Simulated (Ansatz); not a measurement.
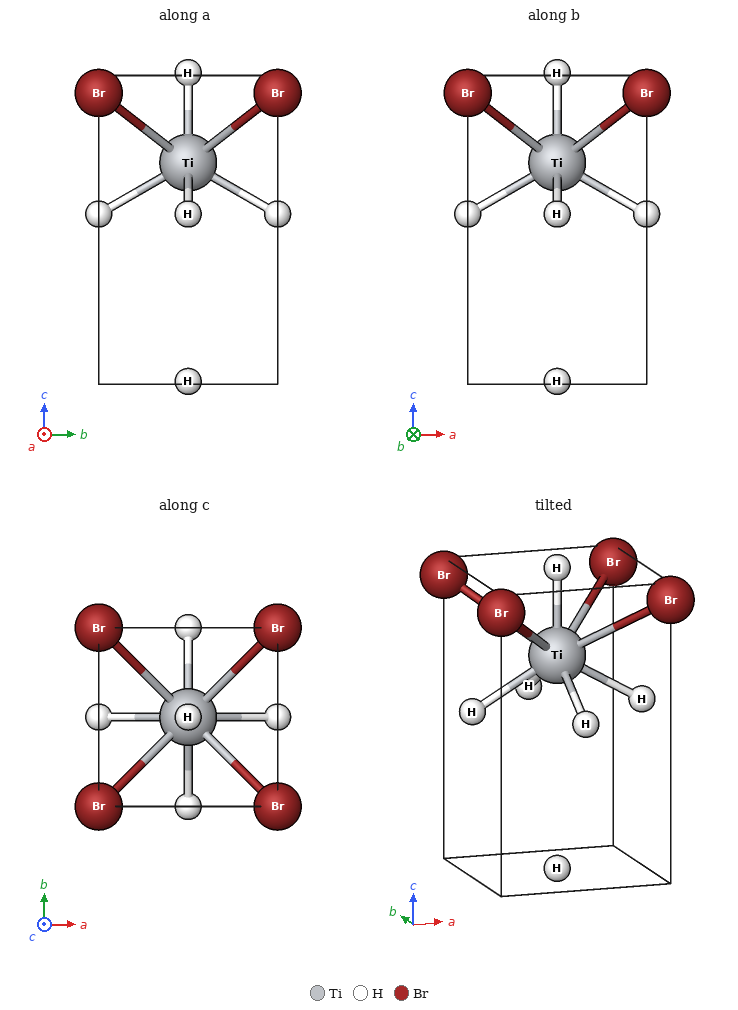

Crystal structure, ball-and-stick style, seen along the a axis, along the b axis, along the c axis and slightly off an axis. The box is the conventional unit cell; atoms on or close to its faces, edges and corners are drawn wherever they repeat.

Lattice parameters: a = 3.3310 Å, b = 3.3310 Å, c = 5.7491 Å, α = 90.000°, β = 90.000°, γ = 90.000°.

Turn the picture into a CIF with its space group and independent sites, with free fractional coordinates to two decimals.

Answer.
```cif
data_structure
_symmetry_space_group_name_H-M 'P 4 m m'
_symmetry_Int_Tables_number 99
_cell_length_a 3.3310
_cell_length_b 3.3310
_cell_length_c 5.7491
_cell_angle_alpha 90.000
_cell_angle_beta 90.000
_cell_angle_gamma 90.000
_cell_volume 63.79
loop_
_atom_site_label
_atom_site_type_symbol
_atom_site_symmetry_multiplicity
_atom_site_Wyckoff_symbol
_atom_site_fract_x
_atom_site_fract_y
_atom_site_fract_z
_atom_site_occupancy
Ti1 Ti 1 b 0.50 0.50 0.72 1
H1 H 2 c 0.00 0.50 0.55 1
H2 H 1 b 0.50 0.50 0.01 1
Br1 Br 1 a 0.00 0.00 0.94 1
```

Starting structure: a structure type filled with these elements by a generator (whether the compound takes this form wasn't checked). The geometry was optimised with DFT PBE, scalar-relativistic, plane waves, PAW (Ansatz 0.2.0).
